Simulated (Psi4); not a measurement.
# A workflow on InPH6 (SMILES [PH3+][InH3-])

Aim: a geometry optimisation (PBE0-D4/def2-TZVP), then the harmonic vibrations of InPH6. 

The calculation is run with Psi4 1.11.

**1. The structure to begin with**

The species is InPH6 (8 atoms), meant as a singlet with charge 0. SMILES: `[PH3+][InH3-]`. The coordinates come from a PBE0-D4/def2-TZVP relaxation. The run starts from this shape.

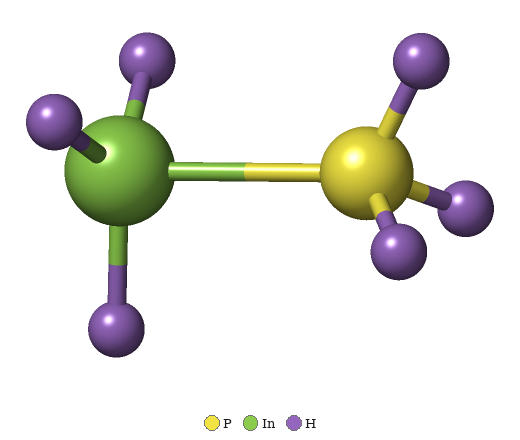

The structure, seen from a chosen angle (phosphorus yellow, indium green, hydrogen purple).

**2. A structure relaxation at PBE0-D4/def2-TZVP (density fitting, core potential) (run 1)**

The input, job.dat:

```
memory 1600 MB

molecule {
  P     -0.593300     0.062600    -1.026600
  In     0.822000    -0.099900     1.362800
  H     -1.997500    -0.077200    -1.021800
  H     -0.318900    -0.855700    -2.062100
  H     -0.526800     1.240500    -1.800800
  H      0.023300     1.240800     2.111900
  H      2.376100     0.140700     0.638900
  H      0.307400    -1.708800     1.741800
}

set {
  basis        def2-TZVP
  reference    rks
  geom_maxiter 60
}

e_tot, wfn = optimize('pbe0-d4', return_wfn=True)
```

Run with:

```bash
$ psi4 -n 1 job.dat job.out
```

job.out:

```text
[...]
    !!!  WARNING: ECP capability is in beta. Please check occupations closely.  !!!
[...]
  Running in c1 symmetry.
[...]
  Nuclear repulsion =  114.498465873388241
[...]
  Multiplicity = 1
[...]
  Nalpha       = 21
  Nbeta        = 21
[...]
    Number of basis functions: 123
[...]
   @DF-RKS iter   1:  -534.73777756846323   -8.15335e-01   5.10798e-03 DIIS/ADIIS
[...]
   @DF-RKS iter  10:  -534.92300623252333   -1.39835e-11   4.49367e-09 DIIS
[...]
    Orbital Energies [Eh]
    ---------------------
    Doubly Occupied:
       1A    -77.254709     2A     -6.654146     3A     -4.789490
       4A     -4.789489     5A     -4.786117     6A     -4.682755
       7A     -3.082290     8A     -3.072982     9A     -3.072980
      10A     -0.756866    11A     -0.747949    12A     -0.747948
      13A     -0.745249    14A     -0.745244    15A     -0.707105
      16A     -0.444486    17A     -0.444470    18A     -0.437340
      19A     -0.321031    20A     -0.278630    21A     -0.278609
[...]
  @DF-RKS Final Energy:  -534.92300623252333
   => Energetics <=
    Nuclear Repulsion Energy =            114.4984658733882412
    One-Electron Energy =               -1038.7143769146427985
    Two-Electron Energy =                 421.1729576777679540
    DFT Exchange-Correlation Energy =     -31.8756895970443033
    Empirical Dispersion Energy =          -0.0043632719923329
    VV10 Nonlocal Energy =                  0.0000000000000000
    Total Energy =                       -534.9230062325233348
[...]
 Multipole Moments:
 ------------------------------------------------------------------------------------
     Multipole            Electronic (a.u.)      Nuclear  (a.u.)        Total (a.u.)
 ------------------------------------------------------------------------------------
 L = 1.  Multiply by 2.5417464519 to convert [e a0] to [Debye]
 Dipole X            :         23.3783171          -24.1258469           -0.7475298
 Dipole Y            :         -2.6814322            2.7669997            0.0855676
 Dipole Z            :         39.4854338          -40.7472971           -1.2618632
 Magnitude           :                                                    1.4691567
[...]
  -Total Gradient:
     Atom            X                  Y                   Z
    ------   -----------------  -----------------  -----------------
       1        0.000017134838    -0.000019368153    -0.000018011938
       2        0.000008856617    -0.000004640348     0.000016498781
       3       -0.000003247162     0.000003680107    -0.000011817997
       4       -0.000000214875     0.000044180532     0.000061113913
       5       -0.000007299550    -0.000012041912    -0.000004341111
       6        0.000025712070    -0.000020387464    -0.000022396744
       7       -0.000022512590     0.000007656057     0.000003097929
       8        0.000006754574     0.000008694353     0.000003004631
[...]
    Final optimized geometry and variables:
    Molecular point group: c1
    Full point group: C1
    Geometry (in Angstrom), charge = 0, multiplicity = 1:
    P           -1.093132104481     0.125524600164    -1.845415261840
    IN           0.322167895519    -0.036975399836     0.543984738160
    H           -2.497332104481    -0.014275399836    -1.840615261840
    H           -0.818732104481    -0.792775399836    -2.880915261840
    H           -1.026632104481     1.303424600164    -2.619615261840
    H           -0.476532104481     1.303724600164     1.293084738160
    H            1.876267895519     0.203624600164    -0.179915261840
    H           -0.192432104481    -1.645875399836     0.922984738160
    Psi4 run time: 0:00:08.88
```

Standard output:

```text
Optimizer: Optimization complete!
```

Wall time 9.9 s (1 thread of Intel Xeon 6975P-C (Granite Rapids), shared host); peak memory 0.77 GiB.

**3. The harmonic vibrations at PBE0-D4/def2-TZVP (density fitting, core potential) (run 2)**

The input, h6inp.in:

```
memory 1600 mb

molecule molecule1 {
  0 1
  P     -1.12117451     0.11829686    -1.93999284
  In     1.55335487    -0.18878364     2.57531876
  H     -3.77472793    -0.14588686    -1.93092215
  H     -0.60263366    -1.61703864    -3.89680424
  H     -0.99550772     2.34420526    -3.40301881
  H      0.04403062     2.34477218     3.99091260
  H      4.49017824     0.26588447     1.20734602
  H      0.58090181    -3.22916400     3.29152496
  units au
}

set {
  basis                      def2-TZVP
  t                          500.0
  rotational_symmetry_number 3
}

result, w = frequencies('pbe0-d4', return_wfn=True)
```

Run with:

```bash
$ psi4 -i h6inp.in -o h6inp.out -n 1
```

h6inp.out, shortened:

```text
[...]
  Running in c1 symmetry.
[...]
  Nuclear repulsion =  114.498465990722977
[...]
  Multiplicity = 1
[...]
  Nalpha       = 21
  Nbeta        = 21
[...]
    Number of basis functions: 123
[...]
   @DF-RKS iter   1:  -534.73544666003238   -8.77045e-01   5.14620e-03 ADIIS/DIIS
[...]
   @DF-RKS iter  10:  -534.92300972515852   -1.43245e-11   4.58566e-09 DIIS
[...]
  @DF-RKS Final Energy:  -534.92300972515852
   => Energetics <=
    Nuclear Repulsion Energy =            114.5034375645719535
    One-Electron Energy =               -1038.7244698564300052
    Two-Electron Energy =                 421.1782196170715906
    DFT Exchange-Correlation Energy =     -31.8758335574542961
    Empirical Dispersion Energy =          -0.0043634929178274
    VV10 Nonlocal Energy =                  0.0000000000000000
    Total Energy =                       -534.9230097251585221
[...]
 Multipole Moments:
[...]
  -Total Gradient:
     Atom            X                  Y                   Z
    ------   -----------------  -----------------  -----------------
       1        0.000000310486    -0.000035577967    -0.000012593445
       2        0.000125104440    -0.000054308545    -0.000032323293
       3       -0.000005356941     0.000003464386    -0.000018792590
       4        0.000000092085     0.000043914609     0.000061662573
       5       -0.000002938148    -0.000011147576    -0.000000099303
       6        0.000037848666    -0.000010714709    -0.000023074054
       7       -0.000174436343    -0.000027923860     0.000095515402
       8        0.000039561233     0.000087148145    -0.000050445545
[...]
  ==> Harmonic Vibrational Analysis <==
[...]
  Freq [cm^-1]                146.9074i            147.4143            168.1670
[...]
  IR activ [km/mol]             1.6625              4.7311              5.2556
[...]
  Freq [cm^-1]                 208.3190            388.2736            417.6972
[...]
  IR activ [km/mol]             2.8556              4.8131             20.4222
[...]
  Freq [cm^-1]                 593.4450            596.0800            622.5028
[...]
  IR activ [km/mol]            139.8024            345.1257            129.9641
[...]
  Freq [cm^-1]                 985.3459           1122.5982           1125.8397
[...]
  Freq [cm^-1]                1777.5163           1781.5649           1796.7087
[...]
  Freq [cm^-1]                2460.4374           2478.1183           2479.5503
[...]
```

Standard output:

```text
Warning: thermodynamics relations excluded imaginary frequencies: ['146.9074i']
Warning: used thermodynamics relations inappropriate for low-frequency modes: ['147.4143' '168.1670' '208.3190' '388.2736' '417.6972' '593.4450'
 '596.0800' '622.5028']
```

Wall time 4.9 min (1 thread of Intel Xeon 6975P-C (Granite Rapids), shared host); peak memory 0.84 GiB.

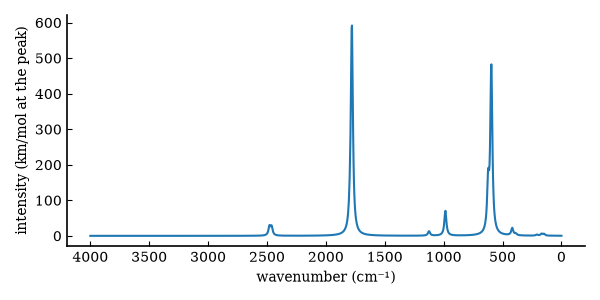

Harmonic infrared spectrum, unscaled, lines broadened by 10 cm⁻¹.

**4. What came out**

| quantity | value |
| --- | --- |
| run 1, PBE0-D4/def2-TZVP: total energy at the end | -534.92301 Eh |
| run 1, PBE0-D4/def2-TZVP: dipole moment | 3.73 D |
| run 1, PBE0-D4/def2-TZVP: HOMO energy | -7.58 eV |
| run 1, PBE0-D4/def2-TZVP: LUMO energy | -0.46 eV |
| run 1, PBE0-D4/def2-TZVP: HOMO–LUMO gap | 7.12 eV |
| run 1, PBE0-D4/def2-TZVP: dispersion energy | -11.46 kJ/mol |
| run 2, PBE0-D4/def2-TZVP: lowest harmonic wavenumber | 147i cm⁻¹ (imaginary) |
| run 2, PBE0-D4/def2-TZVP: highest harmonic wavenumber | 2480 cm⁻¹ |

1 mode is imaginary (lowest 147i cm⁻¹): a first-order saddle point, unless the integration grid spoils the Hessian.
